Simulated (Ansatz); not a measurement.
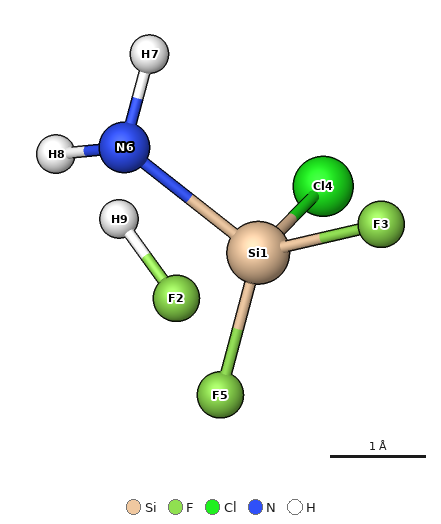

Figure 1. The structure (ball-and-stick view, seen at a tilt; atoms are numbered from 1 in the order of the input). Bond lengths as drawn: Cl–Si 2.08 Å, F–H 1.10 Å, F–Si 1.60 Å, H–N 1.02 Å and N–Si 1.81 Å.

# Frequency calculation, with input and output: SiNH$_{3}$ClF$_{3}$

The run: frequency calculation of SiNH$_{3}$ClF$_{3}$. Method and program: RKS PBE0-D4/def2-SVP (Ansatz 0.2.0).

It belongs to a series of runs on one base structure; here: vibrations at the highest image of the band. Figures and captions count atoms from 1; the log counts them from 0 in places.

## Log
```
Engine: ansatz 0.2.0, x86_64-unknown-linux-gnu
Functional definition: PBE0
  parameter a = 0.25
  parameter kappa = 0.804
  parameter beta = 0.06672455060314922
  exchange = (1 - a)*pbe_x(kappa = kappa, mu = beta*pi^2/3) + a*exact_x
  correlation = pbe_c(beta = beta)
1081 factors; integrals over basis functions are off by at most 3.6e-4 eV
mean field evaluation 1: about -30058.3979 eV, gradient 5.9e1 eV
mean field evaluation 2: about -30054.7664 eV, gradient 7.5e1 eV
mean field evaluation 4: about -30064.3185 eV, gradient 1.9e0 eV
mean field evaluation 8: about -30064.3424 eV, gradient 5.4e-2 eV
mean field evaluation 16: about -30064.3424 eV, gradient 3.2e-5 eV
mean field -30064.34244028 eV, -1104.8442063371 hartree, gradient 3.2e-5 eV, S^2 0.000000; 0 other end points of the search recorded, 0 dependent functions left out
the calculation of the forces begins
reference -30064.34246098 eV, -1104.8442070980 hartree; 34, 34 occupied and 73, 73 virtual orbitals, 1081 factors
these checks for a lower state are left out or cut short: stability, starts, cluster_reference, orbital_swaps, neighbouring_geometries, increment
1081 factors; integrals over basis functions are off by at most 3.6e-4 eV
mean field -30064.34222838 eV, -1104.8441985499 hartree, gradient 1.1e-6 eV, S^2 0.000000; 0 other end points of the search recorded, 0 dependent functions left out
[... from here on the field's lines of each further geometry are left out, up to the last ...]
the calculation of the forces begins
reference -30064.34243310 eV, -1104.8442060734 hartree; 34, 34 occupied and 73, 73 virtual orbitals, 1081 factors
these checks for a lower state are left out or cut short: stability, starts, cluster_reference, orbital_swaps, neighbouring_geometries, increment
1081 factors; integrals over basis functions are off by at most 3.6e-4 eV
mean field -30064.34240849 eV, -1104.8442051689 hartree, gradient 1.1e-6 eV, S^2 0.000000; 0 other end points of the search recorded, 0 dependent functions left out
the calculation of the forces begins
reference -30064.34242919 eV, -1104.8442059296 hartree; 34, 34 occupied and 73, 73 virtual orbitals, 1081 factors
WARN: phonons: modes at or below zero, which the zero-point energy, F, S and C_V leave out: 1, the lowest at -570.05 cm⁻¹. A minimum has none, and a first-order saddle one
Total energy: -30064.52211656 eV, -1104.8508093186 hartree
Atom 0 at     0.157225     0.361477    -0.044007 Å, force    -0.009245     0.027948     0.022144 eV/Å
Atom 1 at     0.612423    -0.258893     1.825013 Å, force     0.004779     0.004984     0.000994 eV/Å
Atom 2 at     1.423513    -0.522529    -0.472595 Å, force    -0.000381    -0.004289     0.005553 eV/Å
Atom 3 at    -0.262667     1.266971    -1.868061 Å, force     0.000964     0.005787     0.003713 eV/Å
Atom 4 at    -1.266955    -0.311077     0.253817 Å, force     0.006950    -0.007927    -0.007845 eV/Å
Atom 5 at     0.533993     1.816638     0.971432 Å, force     0.015689    -0.026461    -0.021923 eV/Å
Atom 6 at     1.352081     2.336816     0.652808 Å, force    -0.003302     0.004279    -0.009277 eV/Å
Atom 7 at    -0.244069     2.472018     1.050482 Å, force    -0.002527     0.000204     0.006055 eV/Å
Atom 8 at     0.693856     0.842178     1.861610 Å, force    -0.012927    -0.004525     0.000585 eV/Å
Dipole moment:     0.163807     0.828606     0.363649 e Å
Vibrations: -570.05 113.97 143.74 238.31 276.56 305.60 317.56 364.62 414.40 586.97 713.00 797.64 838.23 880.44 1048.59 1061.27 1356.83 1539.84 1899.01 3545.11 3631.55 cm⁻¹, zero-point energy 1.244383 eV
```

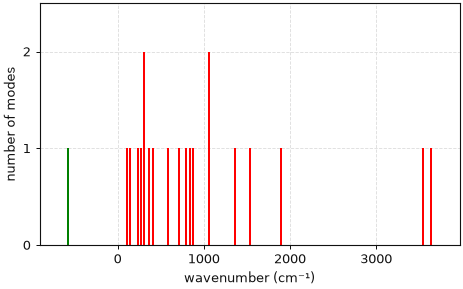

Figure 2. Harmonic vibrational wavenumbers from the force constants; neighbouring modes closer than 19 cm⁻¹ are counted in one stick, and imaginary ones are drawn at negative wavenumbers. 21 modes from 570i to 3632 cm⁻¹, 1 imaginary beyond 8i (570i cm⁻¹): a first-order saddle point, if the geometry is stationary.

This output came from the following input.

## The input
```yaml
crystal:
  periodic: [false, false, false]
  atoms:
    - { symbol: Si, position_ang: [0.157225, 0.361477, -0.044007] }
    - { symbol: F, position_ang: [0.612423, -0.258893, 1.825013] }
    - { symbol: F, position_ang: [1.423513, -0.522529, -0.472595] }
    - { symbol: Cl, position_ang: [-0.262667, 1.266971, -1.868061] }
    - { symbol: F, position_ang: [-1.266955, -0.311077, 0.253817] }
    - { symbol: "N", position_ang: [0.533993, 1.816638, 0.971432] }
    - { symbol: H, position_ang: [1.352081, 2.336816, 0.652808] }
    - { symbol: H, position_ang: [-0.244069, 2.472018, 1.050482] }
    - { symbol: H, position_ang: [0.693856, 0.842178, 1.86161] }
basis:
  gaussian: { orbitals: def2-SVP }
hamiltonian:
  xc: pbe0
  dispersion: d4
phonons: {}
```

Run as:
```bash
ansatz run input.yaml --threads 2 --pin off --max-ram 3072MiB --backend cpu --events-out ev --progress --plain --runs-dir out
```

## Results in brief

- outcome: converged
- total energy: −30064.5221 eV
- mean-field energy: −30064.3425 eV
- largest force (length of the vector): 0.038 eV/Å
- hardware: 2 threads of Intel Xeon @ 2.50GHz (Skylake/Cascade Lake), 64 GiB of memory available, shared host
- wall time: 2 min (CPU time 3.9 min)
- peak memory: 0.26 GiB
